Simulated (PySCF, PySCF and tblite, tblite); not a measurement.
# 2-methoxybenzonitrile (C8H7NO): a path driven as rotation about a bond, and NMR exchange, part 2 of 2

PySCF and tblite. Atoms count from 0. Earlier steps stand in the parts before.

## 9. The path in numbers

Job settings and geometry (Å):

```
{"job": {"smiles": "COc1ccccc1C#N", "charge": 0, "mult": 1, "motion": "rotation", "what": "aryl ether", "atoms": [2, 1], "drives": [{"terms": [["t", [3, 2, 1, 0], 0.5], ["t", [7, 2, 1, 0], 0.5]], "by": 180, "n": 12}], "study": "path", "level": {"kind": "nmr", "xc": "revPBE", "basis": "pcSseg-1"}, "fields": [80, 360, 400], "first": 2, "seed": 559, "kind": "path"}, "charge": 0, "multiplicity": 1}
C      2.590880    -0.782450     0.203627
O      1.720735     0.321080     0.121454
C      0.389323     0.102459     0.025870
C     -0.220911    -1.147013    -0.003311
C     -1.598269    -1.249841    -0.104102
C     -2.394871    -0.119200    -0.177370
C     -1.806835     1.130527    -0.149462
C     -0.423479     1.251312    -0.048709
C      0.166528     2.534623    -0.021359
N      0.614792     3.589655    -0.001531
H      2.390276    -1.386389     1.094148
H      3.591007    -0.358669     0.273786
H      2.526330    -1.412358    -0.689170
H      0.371616    -2.046477     0.052002
H     -2.050862    -2.229981    -0.125302
H     -3.466761    -0.212087    -0.255796
H     -2.406496     2.026840    -0.204684
```

The program printed:

```text
stationary points (kcal/mol above the start)
  n  kind          group   xTB      DFT    lowest mode
  0  minimum      Cs       0.00     0.00     100.6
  1  saddle       C1       4.99     3.56     -84.2
  2  minimum      Cs       0.15     2.40      66.9

GFN2-xTB energies: T/K, barrier G, reaction G (kcal/mol), k forward, k back (1/s)
 150.00     4.56     0.26   1.42e+06   3.44e+06
 200.00     4.61     0.30   7.57e+07    1.6e+08
 250.00     4.68     0.33   8.38e+08   1.63e+09
 298.15     4.77     0.36   3.99e+09   7.35e+09
 350.00     4.87     0.40   1.34e+10   2.36e+10
 400.00     4.97     0.43    3.2e+10   5.47e+10
 500.00     5.22     0.49   1.09e+11   1.79e+11

revPBE/pcSseg-1 + D3(BJ) energies: T/K, barrier G, reaction G (kcal/mol), k forward, k back (1/s)
 150.00     3.13     2.51   1.71e+08   7.81e+11
 200.00     3.19     2.55   2.74e+09   1.66e+12
 250.00     3.26     2.58   1.48e+10   2.66e+12
 298.15     3.34     2.61   4.44e+10   3.64e+12
 350.00     3.44     2.64   1.04e+11   4.66e+12
 400.00     3.55     2.68   1.92e+11   5.58e+12
 500.00     3.79     2.74    4.6e+11   7.24e+12
```

Wall time 2.6 min (1 thread of AMD EPYC 7B13, shared host); peak memory 0.76 GiB. This counts the whole study up to here.

Barriers by level (kcal/mol; entropies in cal/(mol K)). Zero-point and thermal terms come from xTB in every row. ΔG‡ leaves symmetry out; the rate counts equivalent paths (a factor of 2); effective ΔG‡, where given, is the barrier that would give that rate by Eyring's equation alone:

| level | ΔE‡ | with zero-point | ΔH‡ | ΔS‡ | ΔG‡ (298 K) | ΔE of reaction | k at 298 K (1/s) | effective ΔG‡ |
| --- | --- | --- | --- | --- | --- | --- | --- | --- |
| GFN2-xTB | 4.99 | 4.48 | 4.15 | -2.1 | 4.77 | 0.15 | 4e+09 | 4.35 |
| revPBE/pcSseg-1 + D3(BJ) | 3.56 | 3.05 | 2.72 | -2.1 | 3.34 | 2.40 | 4.4e+10 | 2.93 |

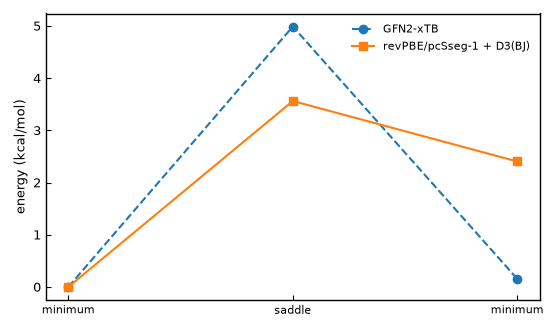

The xTB stationary points, at both levels.

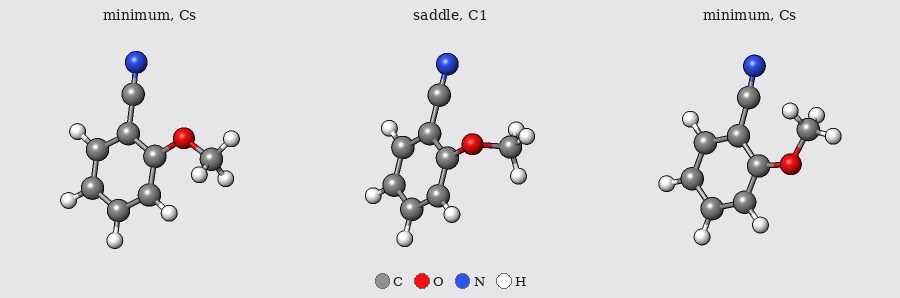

The stationary points in order.

Sites that the driver pairs across this motion, and where their lines would merge (no couplings; faster rotations or exchange between molecules can average them sooner):

| nucleus | sites: shielding (ppm) | proton frequency (MHz) | spread (Hz) | coalescence (K) | lines at 298 K |
| --- | --- | --- | --- | --- | --- |
| $^{13}$C | C3: 73.3; C3 (end): 60.8 | 400 | 1258 | not given | – |
| $^{13}$C | C7: 79.7; C7 (end): 88.0 | 400 | 829 | not given | – |
| $^{17}$O | O1: 200.2; O1 (end): 192.0 | 400 | 447 | not given | – |
| $^{13}$C | C8: 64.5; C8 (end): 60.1 | 400 | 446 | not given | – |
| $^{13}$C | C0: 126.0; C0 (end): 122.6 | 400 | 338 | not given | – |
| $^{13}$C | C6: 46.0; C6 (end): 43.6 | 400 | 242 | not given | – |
| $^{1}$H | H10, H11, H12: 27.67; H10, H11, H12 (end): 27.09 | 400 | 232 | not given | – |
| $^{13}$C | C2: 17.7; C2 (end): 19.5 | 400 | 183 | not given | – |

A dash: the driver gave no coalescence for this row (it judged the minor form too scarce).

Rows that set an atom against itself at the end compare its shielding in the two forms.

Lines of quadrupolar nuclei are broad, so their coalescence could hardly be seen.

## 10. Shieldings, start: B97-D/pcSseg-1

Job settings and geometry (Å):

```
{"job": {"kind": "nmr", "xc": "B97-D", "basis": "pcSseg-1", "pop": false}, "charge": 0, "multiplicity": 1}
C      2.590880    -0.782450     0.203627
O      1.720735     0.321080     0.121454
C      0.389323     0.102459     0.025870
C     -0.220911    -1.147013    -0.003311
C     -1.598269    -1.249841    -0.104102
C     -2.394871    -0.119200    -0.177370
C     -1.806835     1.130527    -0.149462
C     -0.423479     1.251312    -0.048709
C      0.166528     2.534623    -0.021359
N      0.614792     3.589655    -0.001531
H      2.390276    -1.386389     1.094148
H      3.591007    -0.358669     0.273786
H      2.526330    -1.412358    -0.689170
H      0.371616    -2.046477     0.052002
H     -2.050862    -2.229981    -0.125302
H     -3.466761    -0.212087    -0.255796
H     -2.406496     2.026840    -0.204684
```

The program printed:

```text
coarse grid: 15176 points
cycle   1  E = -438.4402893988  dE =  1.500e+00  |g| = 7.547e-01  |ddm| = 4.302e+00
cycle   2  E = -438.0258789554  dE =  4.144e-01  |g| = 1.578e+00  |ddm| = 2.632e+00
cycle   3  E = -438.5184335958  dE = -4.926e-01  |g| = 4.447e-01  |ddm| = 1.988e+00
cycle   4  E = -438.5626657136  dE = -4.423e-02  |g| = 1.266e-01  |ddm| = 4.519e-01
cycle   5  E = -438.5655266160  dE = -2.861e-03  |g| = 5.360e-02  |ddm| = 1.506e-01
cycle   6  E = -438.5661083782  dE = -5.818e-04  |g| = 1.212e-02  |ddm| = 5.761e-02
cycle   7  E = -438.5661357741  dE = -2.740e-05  |g| = 5.446e-03  |ddm| = 1.641e-02
cycle   8  E = -438.5661432049  dE = -7.431e-06  |g| = 2.273e-03  |ddm| = 8.491e-03
final grid: 149472 points
cycle   9  E = -438.6361245080  dE = -1.569e-04  |g| = 9.797e-03  |ddm| = 7.973e-02
cycle  10  E = -438.6360815471  dE =  4.296e-05  |g| = 1.562e-02  |ddm| = 2.607e-02
cycle  11  E = -438.6361394051  dE = -5.786e-05  |g| = 6.101e-03  |ddm| = 1.978e-02
cycle  12  E = -438.6361490239  dE = -9.619e-06  |g| = 1.509e-03  |ddm| = 7.050e-03
cycle  13  E = -438.6361494427  dE = -4.189e-07  |g| = 6.280e-04  |ddm| = 1.747e-03
cycle  14  E = -438.6361495414  dE = -9.864e-08  |g| = 1.407e-04  |ddm| = 7.499e-04
cycle  15  E = -438.6361495452  dE = -3.830e-09  |g| = 5.275e-05  |ddm| = 1.849e-04
cycle  16  E = -438.6361495459  dE = -6.738e-10  |g| = 2.096e-05  |ddm| = 7.350e-05
converged SCF energy = -438.6361495459

GIAO shielding tensors (ppm)
atom      isotropic    diamagn.    paramagn.     s11        s22        s33       span
  0 C      124.856     244.570    -119.714     95.689    105.130    173.750     78.061
  1 O      203.979     396.557    -192.577     93.993    236.209    281.737    187.745
  2 C       18.093     252.122    -234.030    -50.752     -3.787    108.817    159.569
  3 C       73.909     259.657    -185.748    -10.581     56.227    176.080    186.662
  4 C       50.491     252.868    -202.377    -52.998     36.223    168.248    221.246
  5 C       62.128     253.483    -191.356    -37.278     50.233    173.428    210.706
  6 C       46.859     245.955    -199.096    -55.057     33.829    161.806    216.863
  7 C       80.154     260.606    -180.452      6.363     79.590    154.509    148.146
  8 C       65.365     257.501    -192.136    -49.321    -38.454    283.871    333.193
  9 N      -45.529     342.287    -387.816   -195.213   -164.722    223.347    418.561
 10 H       27.943      29.542      -1.599     24.605     25.441     33.782      9.177
 11 H       27.322      27.700      -0.378     22.969     26.120     32.878      9.910
 12 H       27.937      29.530      -1.594     24.592     25.439     33.778      9.186
 13 H       25.219      33.911      -8.692     21.236     24.757     29.664      8.429
 14 H       24.405      30.530      -6.125     21.276     24.678     27.262      5.986
 15 H       24.839      29.331      -4.492     21.794     25.646     27.078      5.284
 16 H       24.241      29.734      -5.494     21.034     23.649     28.038      7.004
```

It took 46 s on 1 thread of AMD EPYC 7B13, shared host; peak memory 0.76 GiB.

This run: HOMO -5.95 eV, LUMO -2.15 eV; dipole 5.47 D.

## 11. Single-point energy, saddle of leg 1: B97-D/pcSseg-1

Job settings and geometry (Å):

```
{"job": {"kind": "sp", "xc": "B97-D", "basis": "pcSseg-1", "pop": false}, "charge": 0, "multiplicity": 1}
C      2.566538    -0.430642    -0.027926
O      1.595816    -0.055144     0.927616
C      0.296944    -0.103392     0.477663
C     -0.425073    -1.288329     0.524594
C     -1.750733    -1.316208     0.128342
C     -2.372292    -0.162090    -0.323906
C     -1.667969     1.024089    -0.382971
C     -0.330401     1.061659     0.011672
C      0.396899     2.271279    -0.074312
N      0.984893     3.250072    -0.173601
H      2.389966    -1.445865    -0.400276
H      3.524205    -0.390281     0.486334
H      2.577200     0.266331    -0.873376
H      0.062242    -2.180736     0.887969
H     -2.302538    -2.243001     0.175517
H     -3.407060    -0.188408    -0.629479
H     -2.138639     1.930667    -0.733858
```

The program printed:

```text
coarse grid: 15176 points
cycle   1  E = -438.4311654982  dE =  1.478e+00  |g| = 7.731e-01  |ddm| = 4.300e+00
cycle   2  E = -437.9934361314  dE =  4.377e-01  |g| = 1.623e+00  |ddm| = 2.817e+00
cycle   3  E = -438.5113052196  dE = -5.179e-01  |g| = 4.529e-01  |ddm| = 2.156e+00
cycle   4  E = -438.5571148181  dE = -4.581e-02  |g| = 1.297e-01  |ddm| = 4.579e-01
cycle   5  E = -438.5602144897  dE = -3.100e-03  |g| = 4.698e-02  |ddm| = 1.585e-01
cycle   6  E = -438.5606662404  dE = -4.518e-04  |g| = 1.056e-02  |ddm| = 5.447e-02
cycle   7  E = -438.5606883354  dE = -2.210e-05  |g| = 4.292e-03  |ddm| = 1.235e-02
cycle   8  E = -438.5606924798  dE = -4.144e-06  |g| = 1.649e-03  |ddm| = 5.007e-03
final grid: 149472 points
cycle   9  E = -438.6306153136  dE = -1.422e-04  |g| = 1.030e-02  |ddm| = 7.232e-02
cycle  10  E = -438.6305661159  dE =  4.920e-05  |g| = 1.664e-02  |ddm| = 3.023e-02
cycle  11  E = -438.6306308433  dE = -6.473e-05  |g| = 6.121e-03  |ddm| = 2.299e-02
cycle  12  E = -438.6306407103  dE = -9.867e-06  |g| = 1.331e-03  |ddm| = 5.889e-03
cycle  13  E = -438.6306410587  dE = -3.483e-07  |g| = 6.257e-04  |ddm| = 1.763e-03
cycle  14  E = -438.6306411487  dE = -9.009e-08  |g| = 1.114e-04  |ddm| = 5.478e-04
cycle  15  E = -438.6306411511  dE = -2.380e-09  |g| = 4.378e-05  |ddm| = 1.273e-04
cycle  16  E = -438.6306411515  dE = -4.051e-10  |g| = 1.746e-05  |ddm| = 5.468e-05
converged SCF energy = -438.6306411515
```

Wall time 33 s (1 thread of AMD EPYC 7B13, shared host); peak memory 0.52 GiB.

In short: HOMO -6.52 eV, LUMO -2.29 eV; dipole 4.71 D.

## 12. Shieldings, end: B97-D/pcSseg-1

Job settings and geometry (Å):

```
{"job": {"kind": "nmr", "xc": "B97-D", "basis": "pcSseg-1", "pop": false}, "charge": 0, "multiplicity": 1}
C      2.629240     0.026817     0.182273
O      1.575666    -0.863709     0.466815
C      0.292489    -0.512991     0.231078
C     -0.647334    -1.499729     0.549935
C     -1.995371    -1.293518     0.364837
C     -2.455157    -0.086566    -0.149598
C     -1.550325     0.898432    -0.468776
C     -0.171883     0.706718    -0.286143
C      0.639410     1.802597    -0.654298
N      1.208044     2.745538    -0.980049
H      2.668526     0.278429    -0.880986
H      3.539036    -0.502888     0.461648
H      2.550717     0.946026     0.768718
H     -0.272686    -2.430163     0.946604
H     -2.695411    -2.074129     0.620767
H     -3.510752     0.078226    -0.298148
H     -1.883610     1.845127    -0.868412
```

The program printed:

```text
coarse grid: 15176 points
cycle   1  E = -438.4323702108  dE =  1.509e+00  |g| = 7.686e-01  |ddm| = 4.303e+00
cycle   2  E = -437.9711531539  dE =  4.612e-01  |g| = 1.653e+00  |ddm| = 2.623e+00
cycle   3  E = -438.5109538325  dE = -5.398e-01  |g| = 4.512e-01  |ddm| = 2.022e+00
cycle   4  E = -438.5572152752  dE = -4.626e-02  |g| = 1.291e-01  |ddm| = 4.578e-01
cycle   5  E = -438.5602567642  dE = -3.041e-03  |g| = 5.417e-02  |ddm| = 1.545e-01
cycle   6  E = -438.5608599713  dE = -6.032e-04  |g| = 1.392e-02  |ddm| = 6.108e-02
cycle   7  E = -438.5608955589  dE = -3.559e-05  |g| = 6.361e-03  |ddm| = 1.671e-02
cycle   8  E = -438.5609052646  dE = -9.706e-06  |g| = 2.328e-03  |ddm| = 8.848e-03
final grid: 149472 points
cycle   9  E = -438.6306679496  dE = -1.513e-04  |g| = 1.014e-02  |ddm| = 7.499e-02
cycle  10  E = -438.6305988432  dE =  6.911e-05  |g| = 1.805e-02  |ddm| = 2.967e-02
cycle  11  E = -438.6306865199  dE = -8.768e-05  |g| = 5.627e-03  |ddm| = 2.351e-02
cycle  12  E = -438.6306952502  dE = -8.730e-06  |g| = 7.189e-04  |ddm| = 6.586e-03
cycle  13  E = -438.6306953234  dE = -7.320e-08  |g| = 4.914e-04  |ddm| = 1.233e-03
cycle  14  E = -438.6306953758  dE = -5.240e-08  |g| = 1.766e-04  |ddm| = 5.095e-04
cycle  15  E = -438.6306953817  dE = -5.940e-09  |g| = 7.254e-05  |ddm| = 1.801e-04
cycle  16  E = -438.6306953827  dE = -1.013e-09  |g| = 2.127e-05  |ddm| = 7.543e-05
cycle  17  E = -438.6306953828  dE = -1.176e-10  |g| = 5.323e-06  |ddm| = 2.832e-05
converged SCF energy = -438.6306953828

GIAO shielding tensors (ppm)
atom      isotropic    diamagn.    paramagn.     s11        s22        s33       span
  0 C      121.564     244.625    -123.060     96.352    101.559    166.782     70.431
  1 O      196.209     396.148    -199.939     80.027    243.899    264.702    184.675
  2 C       19.886     250.714    -230.827    -47.260     -2.115    109.034    156.294
  3 C       61.432     253.880    -192.448    -22.988     50.154    157.131    180.118
  4 C       49.994     252.577    -202.583    -53.372     35.439    167.916    221.289
  5 C       62.024     253.215    -191.191    -36.761     49.409    173.424    210.185
  6 C       44.545     248.114    -203.570    -59.143     35.496    157.281    216.424
  7 C       88.506     261.557    -173.051     19.341     81.592    164.585    145.244
  8 C       60.933     259.652    -198.719    -59.484    -38.762    281.046    340.530
  9 N      -42.758     342.796    -385.555   -195.121   -151.943    218.790    413.911
 10 H       27.003      29.973      -2.970     22.640     26.712     31.657      9.016
 11 H       27.549      27.628      -0.079     23.565     26.492     32.590      9.026
 12 H       26.943      29.969      -3.026     22.503     26.762     31.565      9.063
 13 H       24.883      31.601      -6.718     21.495     24.489     28.664      7.170
 14 H       24.430      29.744      -5.313     21.547     24.781     26.964      5.417
 15 H       24.881      29.483      -4.602     21.956     25.531     27.154      5.198
 16 H       24.230      30.756      -6.526     21.150     23.238     28.301      7.151
```

Run time: 48 s. Hardware: 1 thread of AMD EPYC 7B13, shared host; peak memory 0.76 GiB.

Key values: HOMO -5.91 eV, LUMO -2.12 eV; dipole 3.05 D.

## 13. Second level: B97-D/pcSseg-1 + D3(BJ)

The job, as its differences from that of step 9:

```diff
@@ -1,2 +1,2 @@
-{"job": {"smiles": "COc1ccccc1C#N", "charge": 0, "mult": 1, "motion": "rotation", "what": "aryl ether", "atoms": [2, 1], "drives": [{"terms": [["t", [3, 2, 1, 0], 0.5], ["t", [7, 2, 1, 0], 0.5]], "by": 180, "n": 12}], "study": "path", "level": {"kind": "nmr", "xc": "revPBE", "basis": "pcSseg-1"}, "fields": [80, 360, 400], "first": 2, "seed": 559, "kind": "path"}, "charge": 0, "multiplicity": 1}
+{"job": {"smiles": "COc1ccccc1C#N", "charge": 0, "mult": 1, "motion": "rotation", "what": "aryl ether", "atoms": [2, 1], "drives": [{"terms": [["t", [3, 2, 1, 0], 0.5], ["t", [7, 2, 1, 0], 0.5]], "by": 180, "n": 12}], "study": "path", "level": {"kind": "nmr", "xc": "B97-D", "basis": "pcSseg-1", "wide": true}, "fields": [80, 360, 400], "first": 2, "seed": 559, "kind": "pathvar"}, "charge": 0, "multiplicity": 1}
 C      2.590880    -0.782450     0.203627
```

The program printed:

```text
stationary points (kcal/mol above the start)
  n  kind          group   xTB      DFT    lowest mode
  0  minimum      Cs       0.00     0.00     100.6
  1  saddle       C1       4.99     3.29     -84.2
  2  minimum      Cs       0.15     2.36      66.9

GFN2-xTB energies: T/K, barrier G, reaction G (kcal/mol), k forward, k back (1/s)
 150.00     4.56     0.26   1.42e+06   3.44e+06
 200.00     4.61     0.30   7.57e+07    1.6e+08
 250.00     4.68     0.33   8.38e+08   1.63e+09
 298.15     4.77     0.36   3.99e+09   7.35e+09
 350.00     4.87     0.40   1.34e+10   2.36e+10
 400.00     4.97     0.43    3.2e+10   5.47e+10
 500.00     5.22     0.49   1.09e+11   1.79e+11

revPBE/pcSseg-1 + D3(BJ) energies: T/K, barrier G, reaction G (kcal/mol), k forward, k back (1/s)
 150.00     3.13     2.51   1.71e+08   7.81e+11
 200.00     3.19     2.55   2.74e+09   1.66e+12
 250.00     3.26     2.58   1.48e+10   2.66e+12
 298.15     3.34     2.61   4.44e+10   3.64e+12
 350.00     3.44     2.64   1.04e+11   4.66e+12
 400.00     3.55     2.68   1.92e+11   5.58e+12
 500.00     3.79     2.74    4.6e+11   7.24e+12

B97-D/pcSseg-1 + D3(BJ) energies: T/K, barrier G, reaction G (kcal/mol), k forward, k back (1/s)
 150.00     2.86     2.47   4.23e+08   1.69e+12
 200.00     2.92     2.50   5.42e+09   2.96e+12
 250.00     2.99     2.54   2.55e+10   4.22e+12
 298.15     3.07     2.57   7.01e+10   5.36e+12
 350.00     3.17     2.60   1.53e+11   6.48e+12
 400.00     3.28     2.64    2.7e+11   7.45e+12
 500.00     3.52     2.70   6.03e+11   9.12e+12
```

It took 4.8 min on 1 thread of AMD EPYC 7B13, shared host; peak memory 0.76 GiB. This counts the runs that the step sums up.

Barriers by level (kcal/mol; entropies in cal/(mol K)). Zero-point and thermal terms come from xTB in every row. ΔG‡ leaves symmetry out; the rate counts equivalent paths (a factor of 2); effective ΔG‡, where given, is the barrier that would give that rate by Eyring's equation alone:

| level | ΔE‡ | with zero-point | ΔH‡ | ΔS‡ | ΔG‡ (298 K) | ΔE of reaction | k at 298 K (1/s) | effective ΔG‡ |
| --- | --- | --- | --- | --- | --- | --- | --- | --- |
| GFN2-xTB | 4.99 | 4.48 | 4.15 | -2.1 | 4.77 | 0.15 | 4e+09 | 4.35 |
| revPBE/pcSseg-1 + D3(BJ) | 3.56 | 3.05 | 2.72 | -2.1 | 3.34 | 2.40 | 4.4e+10 | 2.93 |
| B97-D/pcSseg-1 + D3(BJ) | 3.29 | 2.78 | 2.45 | -2.1 | 3.07 | 2.36 | 7e+10 | 2.66 |

## 14. Results

This closing draws on all 2 parts.

| quantity | value |
| --- | --- |
| barrier (revPBE/pcSseg-1 + D3(BJ)) | ΔE‡ 3.6, ΔG‡(298 K) 3.3 kcal/mol |
| barrier (GFN2-xTB) | ΔE‡ 5.0 kcal/mol |
| rate at 298 K | 4.4e+10 s⁻¹ |
| end of the path | 2.4 kcal/mol from the start |

In words: The barrier is 3.6 kcal/mol at the DFT level (xTB: 5.0); with thermal terms and the count of paths the DFT value gives a rate of 4.4e+10 s⁻¹ at 298 K. An error of 1.4 kcal/mol changes that rate tenfold. B97-D/pcSseg-1 + D3(BJ) moves the barrier from 3.6 to 3.3 kcal/mol.
